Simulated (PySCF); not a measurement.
Molecule: Sn(OMe)(OSiH3)3, CH₁₂O₄Si₃Sn, SMILES C[O][Sn]([O][SiH3])([O][SiH3])[O][SiH3]. Atoms near the plane z = 0.0 Å, at the GFN2-xTB optimised geometry (x, y, z in Å): C1 (1.3, 2.7, 0.8), O2 (0.2, 1.8, 0.6), Sn3 (0.3, 0.3, -0.5), O4 (-1.4, -0.7, -0.5), Si5 (-2.3, -1.6, 0.6), O8 (1.7, -0.9, 0.0), Si9 (2.0, -2.5, 0.0), H11 (1.6, 3.2, -0.1), H13 (-3.4, -1.9, -0.2), H15 (-1.5, -2.8, 0.9), H21 (3.4, -2.5, 0.0).

Computed with B3LYP/def2-SVP, def2 effective core potentials past Kr run with PySCF. The core electrons that the potentials of Sn replace are not part of the density. Cells within 0.4 Å of a nucleus heavier than hydrogen are left out (blank, or x). The values are rescaled to run from 0 to 1.

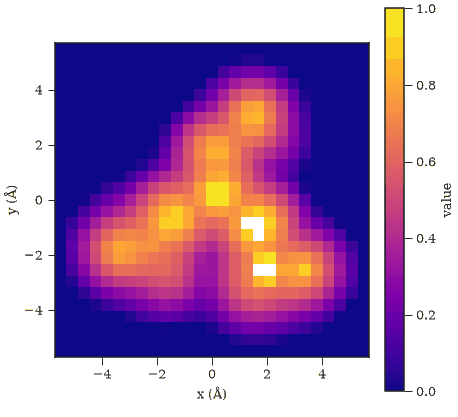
Figure. a field on the plane z = 0.0 Å.

Task: Which quantity is mapped?
A) electron localisation function
B) log10 of the electron density
C) electrostatic potential
D) deformation density (molecule minus spherical neutral atoms)

Result: B, log10 of the electron density. In full: log10 of the electron density (e/bohr³), floored at −4.
